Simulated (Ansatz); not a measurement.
# C₂H₅AlClF (SMILES C[CH2][Al]([F])[Cl]): what the fields show

Input

```
crystal:
  periodic: [false, false, false]
  atoms:
    - {symbol: C, position_ang: [-0.547496, 0.774727, 0.923110]}
    - {symbol: C, position_ang: [0.622599, 0.321582, 0.051580]}
    - {symbol: Al, position_ang: [0.266129, -1.164722, -1.140240]}
    - {symbol: F, position_ang: [1.452632, -1.781064, -2.099355]}
    - {symbol: Cl, position_ang: [-1.611112, -2.071472, -1.291668]}
    - {symbol: H, position_ang: [-0.268917, 1.619110, 1.559500]}
    - {symbol: H, position_ang: [-1.403678, 1.087074, 0.320925]}
    - {symbol: H, position_ang: [-0.898465, -0.026256, 1.577774]}
    - {symbol: H, position_ang: [0.987748, 1.149423, -0.569080]}
    - {symbol: H, position_ang: [1.483559, 0.040397, 0.670455]}
basis:
  gaussian: {orbitals: def2-TZVPP}
hamiltonian: {xc: pbe0, dispersion: d4}
output: {orbitals: {seedname: orbitals}}
```

Command:

```sh
ansatz run in.yaml --threads 4 --pin off --events-out ev --progress --plain --max-ram 10444MiB
```

Geometry: PBE0-D4/def2-TZVP.

Theory: RKS PBE0-D4/def2-TZVPP (Ansatz).

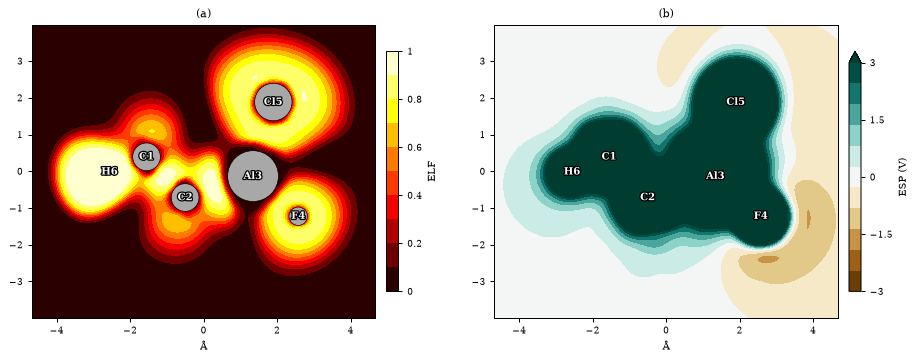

Figure 1. (a) ELF; (b) electrostatic potential on the plane of atoms C2, Al3 and F4. Grey discs cover the atomic cores in the ELF map.

> Read the bonding off the picture.

- Atoms in the plane: C, Al, F, Cl and H.
- C–C (1.53 Å): the ELF peaks at about 0.95 between the atoms: a covalent bond.
- Al–F (1.65 Å): the ELF peaks at about 0.85 in the valence shell of F, 0.6 Å from its nucleus, and is about 0.35 at the midpoint.
- C–Al (1.94 Å): the ELF peaks at about 0.95 between the atoms (a shared but strongly polarised pair).
- Al–Cl (2.09 Å): the ELF peaks at about 0.85 in the valence shell of Cl, 0.9 Å from its nucleus, and is about 0.80 at the midpoint.
- C–H (1.09 Å): the ELF climbs to about 1 towards the hydrogen, as it does in any bond to H: a covalent bond by its length.
- The ELF also peaks beside F4 and Cl5, away from the bonds: lone-pair regions.
- Outside the dense part of the molecule the potential is most negative (−1.5 V) near F4.

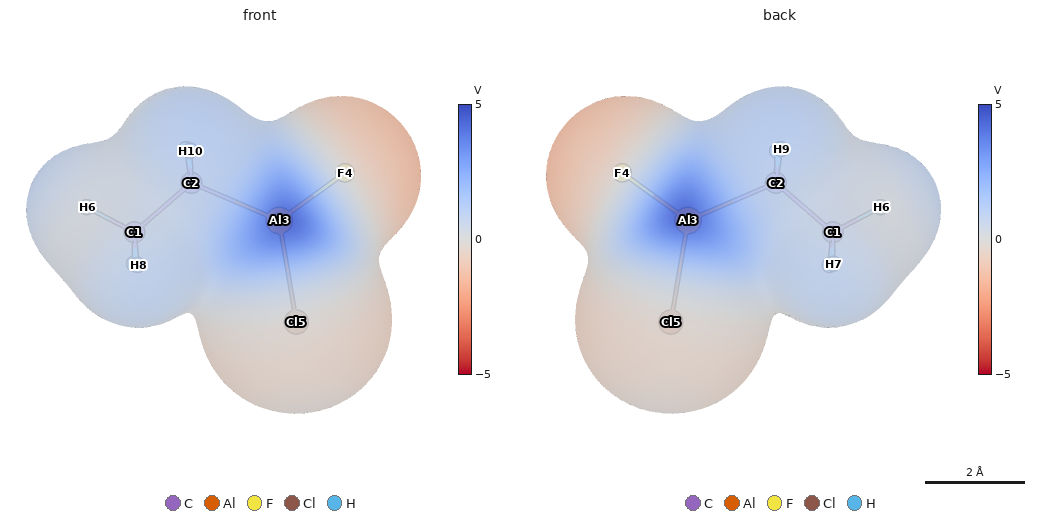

Figure 2. The molecular electrostatic potential painted on the density surface at 0.002 e/bohr³, seen from the front and from behind; red is negative and blue positive.

> Describe the electrostatic potential map.

The most negative region (about −1.3 V, or −30 kcal/mol for a unit charge) lies over F4, the most positive (about +3.9 V, or +90 kcal/mol for a unit charge) over Al3.

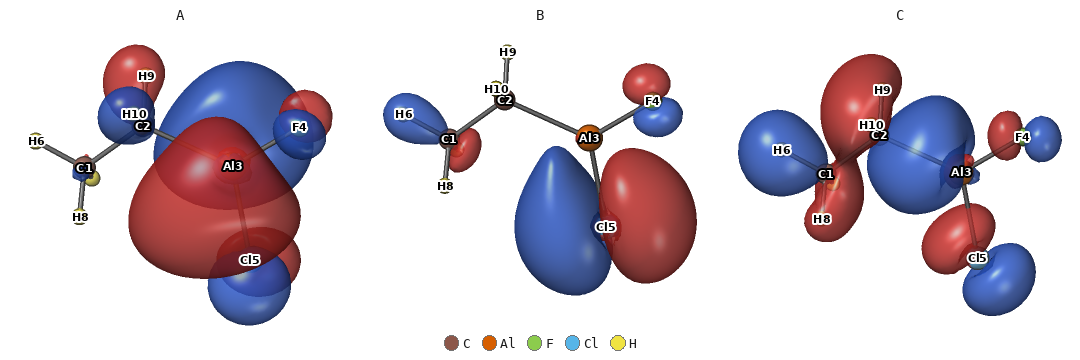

Figure 3. Three frontier orbitals at ±0.08 Å⁻³ᐟ² (red and blue are the two phases), in no order.

> Which picture is the HOMO−1, the HOMO and the LUMO?

B is the HOMO−1 (−9.37 eV). It lies mainly on Cl5 (about 85 %); largely a lone pair of Cl5. C is the HOMO (−8.41 eV). Its weight (Hirshfeld) is mainly on C2 (about 40 %), Al3 (about 20 %), C1 (about 10 %), Cl5 (about 10 %) and H6 (about 5 %). A is the LUMO (−0.55 eV). It lies mainly on Al3 (about 65 %), Cl5 (about 10 %) and C2 (about 5 %).

> What is the HOMO–LUMO gap?

7.86 eV between the orbital energies.
